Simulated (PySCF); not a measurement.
# CH₃ClLi−, a complex of two parts: interaction energy, part 2 of 3

PySCF 2.14.0. Atoms count from 0, parts from 1.

## Step 5: Coupled-cluster interaction energy: CCSD(T) and MP2, 2.40 Å

Job settings and geometry (Å):

```
{"job": {"kind": "intercc", "basis": "aug-cc-pVDZ", "basis_mid": "aug-cc-pVTZ", "basis_large": "aug-cc-pVQZ"}, "charge": -1, "multiplicity": 1, "parts": [{"atoms": "0-4", "charge": 0, "multiplicity": 1}, {"atoms": "5-5", "charge": -1, "multiplicity": 1}]}
C     -0.147659     0.071408     0.087852
Li     0.966242    -0.821403    -1.396108
H     -0.953541     0.720952    -0.293653
H     -0.645609    -0.661770     0.745610
H      0.455457     0.709526     0.756351
Cl     2.258720    -1.877672    -3.121464
```

Level: CCSD(T)/aug-cc-pVDZ and MP2/aug-cc-pVTZ, aug-cc-pVQZ counterpoise interaction energy, frozen core, gas phase.

The log of the run:

```text
part 1, own basis, geometry of the cluster: E = -47.0360004669 (as before)

part 2, own basis, geometry of the cluster: E = -459.5737370343 (as before)

part 1, own basis, relaxed alone: E = -47.0368649711 (as before)

part 2, own basis, relaxed alone: E = -459.5737370343 (as before)

cluster
final grid: 5648 points
cycle   1  E = -506.6819733287  dE = -1.294e-02  |g| = 4.986e-02  |ddm| = 1.547e+00
cycle   2  E = -506.6832480184  dE = -1.275e-03  |g| = 1.655e-02  |ddm| = 3.017e-01
cycle   3  E = -506.6834528100  dE = -2.048e-04  |g| = 6.825e-03  |ddm| = 8.504e-02
cycle   4  E = -506.6835097144  dE = -5.690e-05  |g| = 1.527e-03  |ddm| = 5.690e-02
cycle   5  E = -506.6835131017  dE = -3.387e-06  |g| = 4.280e-04  |ddm| = 9.721e-03
cycle   6  E = -506.6835133323  dE = -2.306e-07  |g| = 1.445e-04  |ddm| = 2.097e-03
cycle   7  E = -506.6835133589  dE = -2.653e-08  |g| = 4.152e-05  |ddm| = 9.919e-04
cycle   8  E = -506.6835133613  dE = -2.417e-09  |g| = 1.061e-05  |ddm| = 5.311e-04
cycle   9  E = -506.6835133614  dE = -1.451e-10  |g| = 2.679e-06  |ddm| = 9.252e-05
converged SCF energy = -506.6835133614

part 1 in the basis of the cluster
final grid: 5648 points
cycle   1  E = -47.0360328038  dE = -3.203e-05  |g| = 8.238e-04  |ddm| = 4.417e-01
cycle   2  E = -47.0360329885  dE = -1.847e-07  |g| = 7.982e-05  |ddm| = 2.897e-02
cycle   3  E = -47.0360329915  dE = -2.978e-09  |g| = 9.106e-06  |ddm| = 3.115e-03
cycle   4  E = -47.0360329916  dE = -8.498e-11  |g| = 3.146e-06  |ddm| = 3.455e-04
converged SCF energy = -47.0360329916

part 2 in the basis of the cluster
final grid: 5648 points
cycle   1  E = -459.5735217857  dE = -4.586e-05  |g| = 1.343e-03  |ddm| = 2.288e-01
cycle   2  E = -459.5735224889  dE = -7.032e-07  |g| = 2.686e-04  |ddm| = 2.569e-02
cycle   3  E = -459.5735225365  dE = -4.768e-08  |g| = 1.297e-04  |ddm| = 3.974e-03
cycle   4  E = -459.5735225417  dE = -5.139e-09  |g| = 1.844e-05  |ddm| = 8.063e-04
cycle   5  E = -459.5735225421  dE = -3.749e-10  |g| = 1.840e-06  |ddm| = 3.939e-04
converged SCF energy = -459.5735225421

Interaction energy (kcal/mol)
  counterpoise      -46.579
  uncorrected       -47.267
  dispersion part     0.000
  deformation         0.395
  binding           -46.184

Decomposition of the uncorrected value (kcal/mol)
  electrostatic     -46.676
  Pauli               9.302
  orbital            -9.085
  dispersion          0.000
  correlation        -0.808

Charge of each part in the cluster: -0.018 -0.982
part 1, own basis, geometry of the cluster: E = -47.0385534792 (as before)

part 2, own basis, geometry of the cluster: E = -459.5765936161 (as before)

part 1, own basis, relaxed alone: E = -47.0394461460 (as before)

part 2, own basis, relaxed alone: E = -459.5765936161 (as before)

cluster
final grid: 5648 points
cycle   1  E = -506.6874017359  dE = -1.298e-02  |g| = 5.293e-02  |ddm| = 1.442e+00
cycle   2  E = -506.6886937389  dE = -1.292e-03  |g| = 1.815e-02  |ddm| = 3.236e-01
cycle   3  E = -506.6888974363  dE = -2.037e-04  |g| = 7.237e-03  |ddm| = 7.915e-02
cycle   4  E = -506.6889602993  dE = -6.286e-05  |g| = 1.595e-03  |ddm| = 5.992e-02
cycle   5  E = -506.6889638594  dE = -3.560e-06  |g| = 4.327e-04  |ddm| = 8.965e-03
cycle   6  E = -506.6889641008  dE = -2.414e-07  |g| = 1.465e-04  |ddm| = 2.121e-03
cycle   7  E = -506.6889641263  dE = -2.548e-08  |g| = 4.339e-05  |ddm| = 1.003e-03
cycle   8  E = -506.6889641288  dE = -2.479e-09  |g| = 1.110e-05  |ddm| = 5.284e-04
cycle   9  E = -506.6889641289  dE = -1.692e-10  |g| = 2.414e-06  |ddm| = 1.166e-04
converged SCF energy = -506.6889641289

part 1 in the basis of the cluster
final grid: 5648 points
cycle   1  E = -47.0385727559  dE = -1.910e-05  |g| = 8.259e-04  |ddm| = 5.536e-01
cycle   2  E = -47.0385728730  dE = -1.171e-07  |g| = 7.482e-05  |ddm| = 5.583e-02
cycle   3  E = -47.0385728744  dE = -1.368e-09  |g| = 4.347e-06  |ddm| = 7.274e-03
cycle   4  E = -47.0385728744  dE = -1.636e-11  |g| = 1.743e-06  |ddm| = 4.955e-04
converged SCF energy = -47.0385728744

part 2 in the basis of the cluster
final grid: 5648 points
cycle   1  E = -459.5763571323  dE = -9.586e-06  |g| = 9.876e-04  |ddm| = 2.382e-01
cycle   2  E = -459.5763576046  dE = -4.722e-07  |g| = 2.805e-04  |ddm| = 2.502e-02
cycle   3  E = -459.5763576541  dE = -4.955e-08  |g| = 1.168e-04  |ddm| = 3.426e-03
cycle   4  E = -459.5763576621  dE = -7.996e-09  |g| = 1.023e-05  |ddm| = 1.562e-03
cycle   5  E = -459.5763576623  dE = -1.371e-10  |g| = 1.141e-06  |ddm| = 2.673e-04
converged SCF energy = -459.5763576623

Interaction energy (kcal/mol)
  counterpoise      -46.754
  uncorrected       -47.143
  dispersion part     0.000
  deformation         0.461
  binding           -46.293

Decomposition of the uncorrected value (kcal/mol)
  electrostatic     -46.590
  Pauli               9.237
  orbital            -9.122
  dispersion          0.000
  correlation        -0.668

Charge of each part in the cluster: -0.018 -0.982
part 1 in the basis of the cluster: E(HF) = -47.023221511  E2 = -0.177757025  E(CCSD corr) = -0.197251437  (T) = -0.006189178
part 2 in the basis of the cluster: E(HF) = -459.563773282  E2 = -0.160590139  E(CCSD corr) = -0.172070479  (T) = -0.004423737
cluster: E(HF) = -506.660014647  E2 = -0.338055504  E(CCSD corr) = -0.369236302  (T) = -0.010526252

Counterpoise interaction energy (kcal/mol)
  hf_small                 -45.821
  mp2_small                -45.638
  ccsd_small               -45.767
  ccsdt_small              -45.712
  hf_large                 -46.457
  mp2_large                -46.754
  hf_middle                -46.409
  mp2_middle               -46.579
  scs_mp2_large            -46.566
  mp2_limit                -46.847
  ccsdt_less_mp2            -0.075
  ccsdt_limit_estimate     -46.922
  bsse_mp2_large             0.389
```

Wall time 2.1 min (1 thread of Arm Neoverse N1, shared host); peak memory 1.2 GiB.

Contacts at this geometry (a selection, picked against the atoms' radii; other short pairs can be missing):

| atoms | distance (Å) | kind (by distance and angle) | angle (°) |
| --- | --- | --- | --- |
| Li1···Cl5 | 2.40 | bonding distance | – |

Differences are taken before rounding.

```
                 method  interaction energy (kcal/mol)  from CCSD(T), limit estimate (kcal/mol)
         HF/aug-cc-pVDZ                         -45.82                                    +1.10
        MP2/aug-cc-pVDZ                         -45.64                                    +1.28
       CCSD/aug-cc-pVDZ                         -45.77                                    +1.16
    CCSD(T)/aug-cc-pVDZ                         -45.71                                    +1.21
         HF/aug-cc-pVQZ                         -46.46                                    +0.47
        MP2/aug-cc-pVQZ                         -46.75                                    +0.17
    SCS-MP2/aug-cc-pVQZ                         -46.57                                    +0.36
      MP2, extrapolated                         -46.85                                    +0.07
CCSD(T), limit estimate                         -46.92                                        0
```

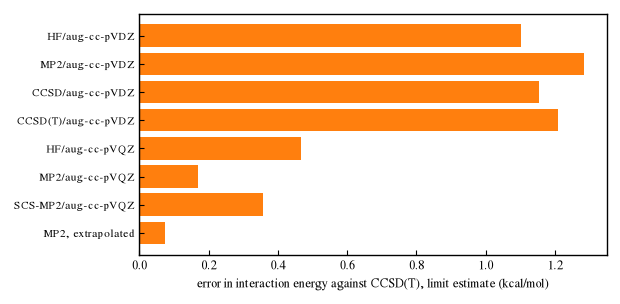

Error of each method against CCSD(T), limit estimate.

These energies keep the parts at their geometry in the cluster; deforming them to it costs 0.46 kcal/mol (MP2).

## Step 6: Coupled-cluster interaction energy: CCSD(T) and MP2, 2.07 Å

Same as in step 5 but for these lines:

```diff
@@ -6,2 +6,2 @@
 H      0.455457     0.709526     0.756351
-Cl     2.258720    -1.877672    -3.121464
+Cl     2.082473    -1.733636    -2.886188
```

Level: CCSD(T)/aug-cc-pVDZ and MP2/aug-cc-pVTZ, aug-cc-pVQZ counterpoise interaction energy, frozen core, gas phase.

The log of the run:

```text
part 1, own basis, geometry of the cluster: E = -47.0360004669 (as before)

part 2, own basis, geometry of the cluster: E = -459.5737370343 (as before)

part 1, own basis, relaxed alone: E = -47.0368649711 (as before)

part 2, own basis, relaxed alone: E = -459.5737370343 (as before)

cluster
final grid: 5648 points
cycle   1  E = -506.6818957536  dE = -2.050e-02  |g| = 6.487e-02  |ddm| = 2.731e+00
cycle   2  E = -506.6835805807  dE = -1.685e-03  |g| = 1.937e-02  |ddm| = 4.663e-01
cycle   3  E = -506.6838118507  dE = -2.313e-04  |g| = 7.600e-03  |ddm| = 1.115e-01
cycle   4  E = -506.6838738802  dE = -6.203e-05  |g| = 1.797e-03  |ddm| = 7.326e-02
cycle   5  E = -506.6838786808  dE = -4.801e-06  |g| = 5.956e-04  |ddm| = 1.300e-02
cycle   6  E = -506.6838791638  dE = -4.830e-07  |g| = 1.896e-04  |ddm| = 3.161e-03
cycle   7  E = -506.6838792151  dE = -5.133e-08  |g| = 5.460e-05  |ddm| = 1.331e-03
cycle   8  E = -506.6838792192  dE = -4.083e-09  |g| = 1.565e-05  |ddm| = 7.257e-04
cycle   9  E = -506.6838792195  dE = -2.848e-10  |g| = 4.465e-06  |ddm| = 1.655e-04
converged SCF energy = -506.6838792195

part 1 in the basis of the cluster
final grid: 5648 points
cycle   1  E = -47.0360836360  dE = -8.258e-05  |g| = 1.591e-03  |ddm| = 1.242e+00
cycle   2  E = -47.0360842661  dE = -6.301e-07  |g| = 1.718e-04  |ddm| = 1.321e-01
cycle   3  E = -47.0360842774  dE = -1.129e-08  |g| = 1.799e-05  |ddm| = 1.814e-02
cycle   4  E = -47.0360842777  dE = -3.350e-10  |g| = 9.407e-06  |ddm| = 1.017e-03
converged SCF energy = -47.0360842777

part 2 in the basis of the cluster
final grid: 5648 points
cycle   1  E = -459.5735275753  dE = -5.468e-05  |g| = 1.453e-03  |ddm| = 2.207e-01
cycle   2  E = -459.5735283696  dE = -7.942e-07  |g| = 2.755e-04  |ddm| = 2.925e-02
cycle   3  E = -459.5735284203  dE = -5.075e-08  |g| = 1.326e-04  |ddm| = 5.890e-03
cycle   4  E = -459.5735284254  dE = -5.079e-09  |g| = 1.953e-05  |ddm| = 1.120e-03
cycle   5  E = -459.5735284258  dE = -4.189e-10  |g| = 2.059e-06  |ddm| = 4.670e-04
converged SCF energy = -459.5735284258

Interaction energy (kcal/mol)
  counterpoise      -46.656
  uncorrected       -47.560
  dispersion part     0.000
  deformation         0.395
  binding           -46.261

Decomposition of the uncorrected value (kcal/mol)
  electrostatic     -57.285
  Pauli              24.706
  orbital           -14.111
  dispersion          0.000
  correlation        -0.870

Charge of each part in the cluster: -0.014 -0.986
part 1, own basis, geometry of the cluster: E = -47.0385534792 (as before)

part 2, own basis, geometry of the cluster: E = -459.5765936161 (as before)

part 1, own basis, relaxed alone: E = -47.0394461460 (as before)

part 2, own basis, relaxed alone: E = -459.5765936161 (as before)

cluster
final grid: 5648 points
cycle   1  E = -506.6873962757  dE = -2.051e-02  |g| = 6.966e-02  |ddm| = 2.410e+00
cycle   2  E = -506.6891109327  dE = -1.715e-03  |g| = 2.148e-02  |ddm| = 4.994e-01
cycle   3  E = -506.6893449190  dE = -2.340e-04  |g| = 7.969e-03  |ddm| = 1.059e-01
cycle   4  E = -506.6894117526  dE = -6.683e-05  |g| = 1.854e-03  |ddm| = 7.597e-02
cycle   5  E = -506.6894167370  dE = -4.984e-06  |g| = 5.935e-04  |ddm| = 1.141e-02
cycle   6  E = -506.6894172214  dE = -4.844e-07  |g| = 1.934e-04  |ddm| = 3.018e-03
cycle   7  E = -506.6894172713  dE = -4.988e-08  |g| = 5.579e-05  |ddm| = 1.281e-03
cycle   8  E = -506.6894172754  dE = -4.197e-09  |g| = 1.535e-05  |ddm| = 6.958e-04
cycle   9  E = -506.6894172757  dE = -2.834e-10  |g| = 4.489e-06  |ddm| = 1.662e-04
converged SCF energy = -506.6894172757

part 1 in the basis of the cluster
final grid: 5648 points
cycle   1  E = -47.0385770538  dE = -2.317e-05  |g| = 9.732e-04  |ddm| = 7.375e-01
cycle   2  E = -47.0385771976  dE = -1.438e-07  |g| = 9.044e-05  |ddm| = 7.037e-02
cycle   3  E = -47.0385771993  dE = -1.671e-09  |g| = 4.966e-06  |ddm| = 9.013e-03
cycle   4  E = -47.0385771993  dE = -2.073e-11  |g| = 2.092e-06  |ddm| = 5.602e-04
converged SCF energy = -47.0385771993

part 2 in the basis of the cluster
final grid: 5648 points
cycle   1  E = -459.5763559749  dE = -1.063e-05  |g| = 1.009e-03  |ddm| = 1.603e-01
cycle   2  E = -459.5763564585  dE = -4.835e-07  |g| = 2.822e-04  |ddm| = 1.361e-02
cycle   3  E = -459.5763565082  dE = -4.970e-08  |g| = 1.180e-04  |ddm| = 2.338e-03
cycle   4  E = -459.5763565160  dE = -7.871e-09  |g| = 1.132e-05  |ddm| = 1.213e-03
cycle   5  E = -459.5763565162  dE = -1.679e-10  |g| = 1.187e-06  |ddm| = 3.381e-04
converged SCF energy = -459.5763565162

Interaction energy (kcal/mol)
  counterpoise      -47.065
  uncorrected       -47.590
  dispersion part     0.000
  deformation         0.461
  binding           -46.604

Decomposition of the uncorrected value (kcal/mol)
  electrostatic     -57.241
  Pauli              24.618
  orbital           -14.139
  dispersion          0.000
  correlation        -0.829

Charge of each part in the cluster: -0.014 -0.986
part 1 in the basis of the cluster: E(HF) = -47.023358086  E2 = -0.177899258  E(CCSD corr) = -0.197381374  (T) = -0.006204886
part 2 in the basis of the cluster: E(HF) = -459.563775843  E2 = -0.160961083  E(CCSD corr) = -0.172477041  (T) = -0.004493914
cluster: E(HF) = -506.658962362  E2 = -0.337988631  E(CCSD corr) = -0.369179135  (T) = -0.010493892

Counterpoise interaction energy (kcal/mol)
  hf_small                 -45.073
  mp2_small                -44.526
  ccsd_small               -44.647
  ccsdt_small              -44.518
  hf_large                 -46.739
  mp2_large                -47.066
  hf_middle                -46.603
  mp2_middle               -46.656
  scs_mp2_large            -46.800
  mp2_limit                -47.265
  ccsdt_less_mp2             0.008
  ccsdt_limit_estimate     -47.257
  bsse_mp2_large             0.524
```

Run time: 2.1 min. Hardware: 1 thread of Arm Neoverse N1, shared host; peak memory 1.2 GiB.

Contacts at this geometry (a selection, picked against the atoms' radii; other short pairs can be missing):

```csv
atoms,distance (Å),kind (by distance and angle),angle (°)
Li1···Cl5,2.07,bonding distance,–
```

Differences are taken before rounding.

| method | interaction energy (kcal/mol) | from CCSD(T), limit estimate (kcal/mol) |
| --- | --- | --- |
| HF/aug-cc-pVDZ | -45.07 | +2.18 |
| MP2/aug-cc-pVDZ | -44.53 | +2.73 |
| CCSD/aug-cc-pVDZ | -44.65 | +2.61 |
| CCSD(T)/aug-cc-pVDZ | -44.52 | +2.74 |
| HF/aug-cc-pVQZ | -46.74 | +0.52 |
| MP2/aug-cc-pVQZ | -47.07 | +0.19 |
| SCS-MP2/aug-cc-pVQZ | -46.80 | +0.46 |
| MP2, extrapolated | -47.26 | -0.01 |
| CCSD(T), limit estimate | -47.26 | 0 |

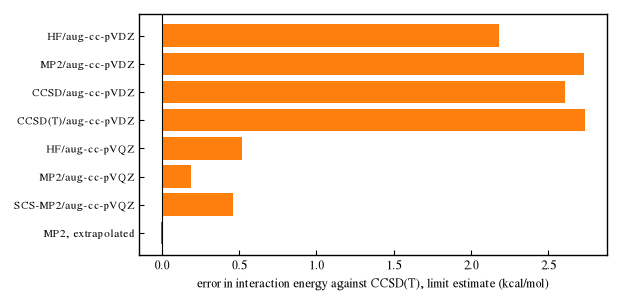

Deviations from CCSD(T), limit estimate, method by method.

These energies keep the parts at their geometry in the cluster; deforming them to it costs 0.46 kcal/mol (MP2).

## Step 7: Coupled-cluster interaction energy: CCSD(T) and MP2, 2.73 Å

Same as in step 6 but for these lines:

```diff
@@ -6,2 +6,2 @@
 H      0.455457     0.709526     0.756351
-Cl     2.082473    -1.733636    -2.886188
+Cl     2.434967    -2.021709    -3.356739
```

Method: CCSD(T)/aug-cc-pVDZ and MP2/aug-cc-pVTZ, aug-cc-pVQZ counterpoise interaction energy, frozen core, gas phase.

The log of the run:

```text
part 1, own basis, geometry of the cluster: E = -47.0360004669 (as before)

part 2, own basis, geometry of the cluster: E = -459.5737370343 (as before)

part 1, own basis, relaxed alone: E = -47.0368649711 (as before)

part 2, own basis, relaxed alone: E = -459.5737370343 (as before)

cluster
final grid: 5648 points
cycle   1  E = -506.6732898198  dE = -8.627e-03  |g| = 3.976e-02  |ddm| = 1.020e+00
cycle   2  E = -506.6742861323  dE = -9.963e-04  |g| = 1.435e-02  |ddm| = 2.235e-01
cycle   3  E = -506.6744687634  dE = -1.826e-04  |g| = 6.082e-03  |ddm| = 6.881e-02
cycle   4  E = -506.6745189534  dE = -5.019e-05  |g| = 1.313e-03  |ddm| = 4.665e-02
cycle   5  E = -506.6745213853  dE = -2.432e-06  |g| = 3.291e-04  |ddm| = 8.418e-03
cycle   6  E = -506.6745215147  dE = -1.295e-07  |g| = 1.121e-04  |ddm| = 1.701e-03
cycle   7  E = -506.6745215290  dE = -1.424e-08  |g| = 3.350e-05  |ddm| = 7.931e-04
cycle   8  E = -506.6745215305  dE = -1.496e-09  |g| = 8.327e-06  |ddm| = 3.964e-04
cycle   9  E = -506.6745215306  dE = -1.053e-10  |g| = 1.535e-06  |ddm| = 7.074e-05
converged SCF energy = -506.6745215306

part 1 in the basis of the cluster
final grid: 5648 points
cycle   1  E = -47.0360227453  dE = -2.210e-05  |g| = 6.754e-04  |ddm| = 2.711e-01
cycle   2  E = -47.0360229086  dE = -1.633e-07  |g| = 7.200e-05  |ddm| = 2.508e-02
cycle   3  E = -47.0360229115  dE = -2.916e-09  |g| = 7.355e-06  |ddm| = 4.559e-03
cycle   4  E = -47.0360229115  dE = -5.172e-11  |g| = 1.674e-06  |ddm| = 6.037e-04
converged SCF energy = -47.0360229115

part 2 in the basis of the cluster
final grid: 5648 points
cycle   1  E = -459.5735173938  dE = -3.693e-05  |g| = 1.222e-03  |ddm| = 2.293e-01
cycle   2  E = -459.5735180091  dE = -6.153e-07  |g| = 2.608e-04  |ddm| = 2.471e-02
cycle   3  E = -459.5735180547  dE = -4.560e-08  |g| = 1.252e-04  |ddm| = 3.420e-03
cycle   4  E = -459.5735180599  dE = -5.234e-09  |g| = 1.691e-05  |ddm| = 7.702e-04
cycle   5  E = -459.5735180603  dE = -3.155e-10  |g| = 1.650e-06  |ddm| = 3.590e-04
converged SCF energy = -459.5735180603

Interaction energy (kcal/mol)
  counterpoise      -41.052
  uncorrected       -41.570
  dispersion part     0.000
  deformation         0.395
  binding           -40.657

Decomposition of the uncorrected value (kcal/mol)
  electrostatic     -38.247
  Pauli               3.620
  orbital            -6.186
  dispersion          0.000
  correlation        -0.756

Charge of each part in the cluster: -0.018 -0.982
part 1, own basis, geometry of the cluster: E = -47.0385534792 (as before)

part 2, own basis, geometry of the cluster: E = -459.5765936161 (as before)

part 1, own basis, relaxed alone: E = -47.0394461460 (as before)

part 2, own basis, relaxed alone: E = -459.5765936161 (as before)

cluster
final grid: 5648 points
cycle   1  E = -506.6786898819  dE = -8.677e-03  |g| = 4.177e-02  |ddm| = 1.058e+00
cycle   2  E = -506.6796968486  dE = -1.007e-03  |g| = 1.552e-02  |ddm| = 2.263e-01
cycle   3  E = -506.6798765006  dE = -1.797e-04  |g| = 6.488e-03  |ddm| = 6.321e-02
cycle   4  E = -506.6799328179  dE = -5.632e-05  |g| = 1.379e-03  |ddm| = 4.882e-02
cycle   5  E = -506.6799353993  dE = -2.581e-06  |g| = 3.390e-04  |ddm| = 8.199e-03
cycle   6  E = -506.6799355390  dE = -1.397e-07  |g| = 1.129e-04  |ddm| = 1.760e-03
cycle   7  E = -506.6799355527  dE = -1.369e-08  |g| = 3.530e-05  |ddm| = 8.107e-04
cycle   8  E = -506.6799355542  dE = -1.531e-09  |g| = 9.006e-06  |ddm| = 4.012e-04
cycle   9  E = -506.6799355544  dE = -1.155e-10  |g| = 1.678e-06  |ddm| = 8.992e-05
converged SCF energy = -506.6799355544

part 1 in the basis of the cluster
final grid: 5648 points
cycle   1  E = -47.0385681442  dE = -1.458e-05  |g| = 6.750e-04  |ddm| = 5.884e-01
cycle   2  E = -47.0385682319  dE = -8.766e-08  |g| = 5.984e-05  |ddm| = 6.794e-02
cycle   3  E = -47.0385682329  dE = -1.051e-09  |g| = 3.701e-06  |ddm| = 9.421e-03
cycle   4  E = -47.0385682329  dE = -1.271e-11  |g| = 1.475e-06  |ddm| = 6.516e-04
converged SCF energy = -47.0385682329

part 2 in the basis of the cluster
final grid: 5648 points
cycle   1  E = -459.5763597219  dE = -8.712e-06  |g| = 9.668e-04  |ddm| = 2.741e-01
cycle   2  E = -459.5763601845  dE = -4.626e-07  |g| = 2.777e-04  |ddm| = 2.748e-02
cycle   3  E = -459.5763602335  dE = -4.903e-08  |g| = 1.155e-04  |ddm| = 3.568e-03
cycle   4  E = -459.5763602415  dE = -7.983e-09  |g| = 9.326e-06  |ddm| = 1.629e-03
cycle   5  E = -459.5763602416  dE = -1.122e-10  |g| = 1.108e-06  |ddm| = 2.995e-04
converged SCF energy = -459.5763602416

Interaction energy (kcal/mol)
  counterpoise      -41.114
  uncorrected       -41.393
  dispersion part     0.000
  deformation         0.461
  binding           -40.652

Decomposition of the uncorrected value (kcal/mol)
  electrostatic     -38.213
  Pauli               3.632
  orbital            -6.226
  dispersion          0.000
  correlation        -0.586

Charge of each part in the cluster: -0.018 -0.982
part 1 in the basis of the cluster: E(HF) = -47.023093720  E2 = -0.177717743  E(CCSD corr) = -0.197212750  (T) = -0.006184770
part 2 in the basis of the cluster: E(HF) = -459.563743886  E2 = -0.160246032  E(CCSD corr) = -0.171702537  (T) = -0.004362629
cluster: E(HF) = -506.651592750  E2 = -0.338075019  E(CCSD corr) = -0.369179318  (T) = -0.010552981

Counterpoise interaction energy (kcal/mol)
  hf_small                 -40.635
  mp2_small                -40.704
  ccsd_small               -40.800
  ccsdt_small              -40.804
  hf_large                 -40.793
  mp2_large                -41.114
  hf_middle                -40.776
  mp2_middle               -41.052
  scs_mp2_large            -40.971
  mp2_limit                -41.147
  ccsdt_less_mp2            -0.099
  ccsdt_limit_estimate     -41.246
  bsse_mp2_large             0.280
```

Run time: 2.2 min. Hardware: 1 thread of Arm Neoverse N1, shared host; peak memory 1.3 GiB.

Contacts at this geometry (a selection, picked against the atoms' radii; other short pairs can be missing):

```csv
atoms,distance (Å),kind (by distance and angle),angle (°)
Li1···Cl5,2.73,coordination,–
```

Differences are taken before rounding.

| method | interaction energy (kcal/mol) | from CCSD(T), limit estimate (kcal/mol) |
| --- | --- | --- |
| HF/aug-cc-pVDZ | -40.63 | +0.61 |
| MP2/aug-cc-pVDZ | -40.70 | +0.54 |
| CCSD/aug-cc-pVDZ | -40.80 | +0.45 |
| CCSD(T)/aug-cc-pVDZ | -40.80 | +0.44 |
| HF/aug-cc-pVQZ | -40.79 | +0.45 |
| MP2/aug-cc-pVQZ | -41.11 | +0.13 |
| SCS-MP2/aug-cc-pVQZ | -40.97 | +0.27 |
| MP2, extrapolated | -41.15 | +0.10 |
| CCSD(T), limit estimate | -41.25 | 0 |

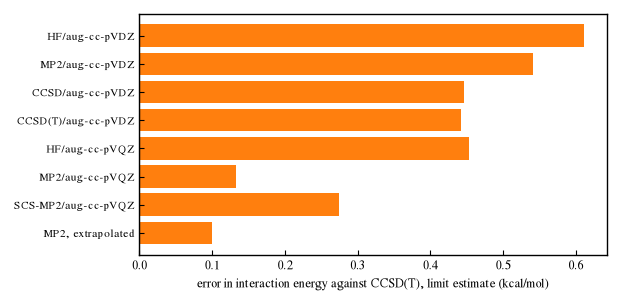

Error of each method against CCSD(T), limit estimate.

These energies keep the parts at their geometry in the cluster; deforming them to it costs 0.46 kcal/mol (MP2).

(Continued in part 3 of 3.)
